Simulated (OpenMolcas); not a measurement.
**InCl3 (SMILES [Cl][In]([Cl])[Cl]): revTPSS/def2-SVPD (RICD fitting, core potential, fitting threshold 1e-05)**

Aim: the vertical ionisation energy of InCl3 at revTPSS/def2-SVPD (RICD fitting, core potential, fitting threshold 1e-05), from 2 runs. 

The results are computed with OpenMolcas 26.06.

## Step 1: The molecule

InCl3 has 4 atoms, charge 0, and is taken as a singlet. As SMILES, `[Cl][In]([Cl])[Cl]`. Geometry: relaxed at PBE0-D4/def2-TZVP.

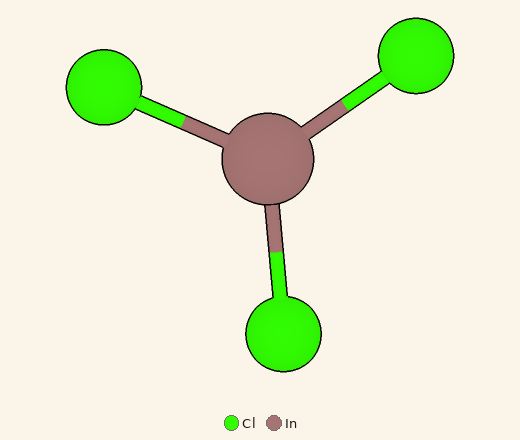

The structure, seen from a chosen angle (chlorine green, indium brown).

## Step 2: Energy and gradient at revTPSS/def2-SVPD (RICD fitting, core potential, fitting threshold 1e-05)

Contents of job.inp:

```
>>> EXPORT MOLCAS_PRINT=2

&GATEWAY
 BASLIB=$CurrDir
 COORD
 4
 angstrom
 Cl      -0.202900       0.521500       2.213600
 In       0.014400      -0.014800      -0.005300
 Cl       1.015900      -1.985200      -0.615300
 Cl      -0.772000       1.418300      -1.613200
 BASIS=def2-SVPD
 GROUP=NoSym
 RICD
 CDTHRESHOLD=1e-05

&SEWARD

&SCF
 KSDFT=2
 1.0 MGGA_X_REVTPSS
 1.0 MGGA_C_REVTPSS
 PRORBITALS=0

&ALASKA
```

The basis set def2-SVPD is read from a file made from the Basis Set Exchange's data (not shown).

Launch:

```
export MOLCAS_MEM=1860
pymolcas job.inp > job.log
```

Log:

```text
--- Start Module: gateway ---
[...]
--- Stop Module: gateway /rc=_RC_ALL_IS_WELL_ ---
[...]
      Basis functions          113
[...]
--- Start Module: scf ---
[...]
       Convergence after  12 Iterations
[...]
::    Total KS-DFT energy                           -1569.8121179119
[...]
      Total spin, S                                     0.0000000000
[...]
      Total electronic charge=   72.000000
      Total            charge=   -0.000000
[...]
      Dipole Moment (debye):
      Origin of the operator (angstrom)=    0.0141   -0.0150   -0.0051
                   X=  2.8841E-03               Y=  1.3139E-03               Z= -2.2893E-03           Total=  3.9096E-03
      Quadrupole Moment (debye*angstrom):
[...]
--- Stop Module: scf /rc=_RC_ALL_IS_WELL_ ---
[...]
--- Start Module: alaska ---
[...]
 *              Molecular gradients               *
 **************************************************
  Irreducible representation: a
 ------------------------------------------------------------------------------------------
                              X                       Y                       Z
 ------------------------------------------------------------------------------------------
  CL1               1.48923977321003E-03   -3.69599912938767E-03   -1.51983980609138E-02
  IN2              -4.83199973333355E-05    1.18867313259786E-04   -9.81997648544421E-05
  CL3              -6.85831402997650E-03    1.34695292703420E-02    4.16953639168050E-03
  CL4               5.41739425411514E-03   -9.89239745415205E-03    1.11270614339425E-02
 ------------------------------------------------------------------------------------------
--- Stop Module: alaska /rc=_RC_ALL_IS_WELL_ ---
[...]
```

It took 9.9 s on 1 thread of Arm Neoverse V2, shared host; peak memory 0.095 GiB.

## Step 3: The doublet cation

Contents of job.inp:

```
&GATEWAY
 BasLib = $CurrDir
 Coord
 4
 angstrom
 Cl      -0.202900       0.521500       2.213600
 In       0.014400      -0.014800      -0.005300
 Cl       1.015900      -1.985200      -0.615300
 Cl      -0.772000       1.418300      -1.613200
 Basis = def2-SVPD
 Group = NoSym
 RICD
 CDThreshold = 1e-05

&SEWARD

&SCF
 UHF
 Charge = 1
 Spin = 2
 KSDFT = 2
 1.0 MGGA_X_REVTPSS
 1.0 MGGA_C_REVTPSS
 PrOrbitals = 0

&ALASKA
```

The basis set def2-SVPD is read from a file made from the Basis Set Exchange's data (not shown).

Launch:

```
export MOLCAS_MEM=1860
pymolcas job.inp > job.log
```

Log:

```text
--- Start Module: gateway ---
[...]
--- Stop Module: gateway /rc=_RC_ALL_IS_WELL_ ---
[...]
      Basis functions          113
[...]
--- Start Module: scf ---
[...]
       Convergence after  28 Iterations
[...]
::    Total KS-DFT energy                           -1569.4075642309
[...]
      Total spin, S                                     0.5008740979
[...]
      Total electronic charge=   71.000000
      Total            charge=    1.000000
[...]
      Dipole Moment (debye):
      Origin of the operator (angstrom)=    0.0141   -0.0150   -0.0051
                   X=  1.5330E-03               Y=  1.2042E-03               Z=  2.7749E-04           Total=  1.9691E-03
      Center of Charge (angstrom)
[...]
--- Stop Module: scf /rc=_RC_ALL_IS_WELL_ ---
[...]
--- Start Module: alaska ---
[...]
 *              Molecular gradients               *
 **************************************************
  Irreducible representation: a
 ------------------------------------------------------------------------------------------
                              X                       Y                       Z
 ------------------------------------------------------------------------------------------
  CL1               3.91483941195236E-03   -9.67434451056004E-03   -3.99483280784736E-02
  IN2              -5.10477932448815E-05    4.52989753657422E-05   -5.49083644654919E-05
  CL3              -1.80427856045906E-02    3.54823771440351E-02    1.09808416145079E-02
  CL4               1.41789939858548E-02   -2.58533316088467E-02    2.90223948283881E-02
 ------------------------------------------------------------------------------------------
--- Stop Module: alaska /rc=_RC_ALL_IS_WELL_ ---
[...]
```

Run time: 26 s. Hardware: 1 thread of Arm Neoverse V2, shared host; peak memory 0.1 GiB.

## Step 4: Results

At revTPSS/def2-SVPD (RICD fitting, core potential, fitting threshold 1e-05):

| quantity | value |
| --- | --- |
| singlet InCl3: total energy | -1569.81212 Eh |
| singlet InCl3: dipole moment | 0.00 D |
| singlet InCl3: HOMO energy | -8.30 eV |
| singlet InCl3: LUMO energy | -3.83 eV |
| singlet InCl3: HOMO–LUMO gap | 4.47 eV |
| singlet InCl3: largest force on an atom | 0.815 eV/Å |
| doublet cation: total energy | -1569.40756 Eh |
| doublet cation: HOMO energy (highest over α and β) | -13.88 eV |
| doublet cation: LUMO energy (lowest over α and β) | -13.74 eV |
| doublet cation: ⟨S²⟩ | 0.752 |
| vertical ionisation energy (to the doublet cation) | 11.008 eV |

In words: This program's gradients are faulty for this kind of reference, so any forces in the log (doublet cation) can't be trusted; the energy can. Removing an electron at fixed nuclei costs 11.01 eV (254 kcal/mol). The largest force (singlet InCl3) is 0.81 eV/Å: the shape isn't a stationary point for this species at this level. −ε(HOMO) before ionisation, 8.30 eV, is 2.71 eV below this ionisation energy.
